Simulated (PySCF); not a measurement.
```yaml
atoms:
  - { symbol: O, position_ang: [0.0472, -0.0055, -1.9682] }
  - { symbol: Si, position_ang: [-1.1235, 1.1328, -1.6651] }
  - { symbol: O, position_ang: [-1.3453, 1.2921, -0.0419] }
  - { symbol: Si, position_ang: [-1.0894, 1.0084, 1.5617] }
  - { symbol: O, position_ang: [0.3570, 0.2481, 1.7805] }
  - { symbol: Si, position_ang: [1.7010, -0.6384, 1.4416] }
  - { symbol: O, position_ang: [1.6604, -1.1600, -0.1345] }
  - { symbol: Si, position_ang: [0.6532, -1.4144, -1.3977] }
  - { symbol: F, position_ang: [-0.5987, -2.2894, -0.8604] }
  - { symbol: H, position_ang: [-0.6429, 2.4192, -2.2270] }
  - { symbol: H, position_ang: [-2.4019, 0.6977, -2.2835] }
  - { symbol: H, position_ang: [-1.0438, 2.3137, 2.2681] }
  - { symbol: H, position_ang: [-2.1768, 0.1370, 2.0770] }
  - { symbol: H, position_ang: [2.9048, 0.2153, 1.5988] }
  - { symbol: H, position_ang: [1.7364, -1.8224, 2.3371] }
  - { symbol: H, position_ang: [1.3510, -2.1452, -2.4643] }
```

Geometry: PBE0-D3(BJ)/def2-SVP.

Theory: PBE0/pcSseg-1, SCF density, gas phase, non-relativistic in PySCF 2.14.0.

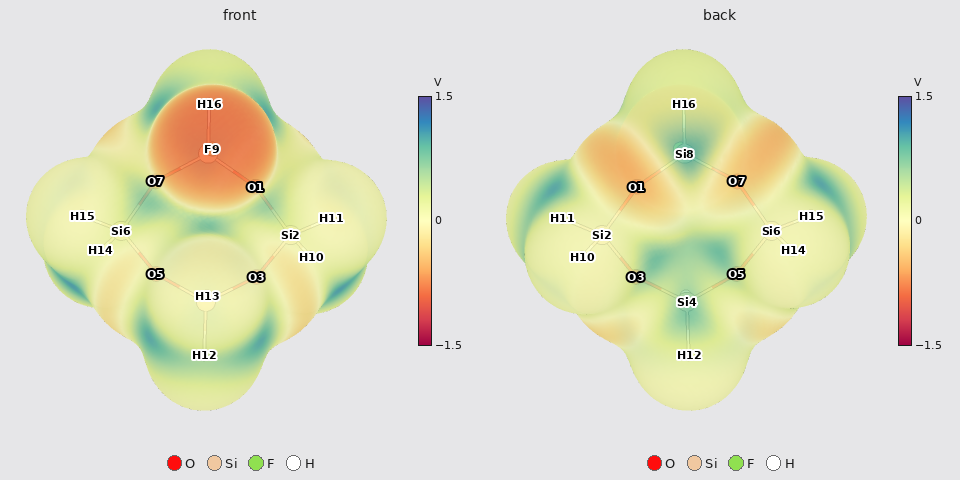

FH7O4Si4 (SMILES F[SiH]1O[SiH2]O[SiH2]O[SiH2]O1). The molecular electrostatic potential painted on the density surface at 0.001 e/bohr³, seen from the front and from behind; the colour scale runs from red (negative) to blue (positive).

> Where is the surface potential most negative and most positive?

The most negative region (about −0.9 V, or −21 kcal/mol for a unit charge) lies over F9, the most positive (about +1.0 V, or +23 kcal/mol for a unit charge) over Si2, Si4, Si6 and Si8.
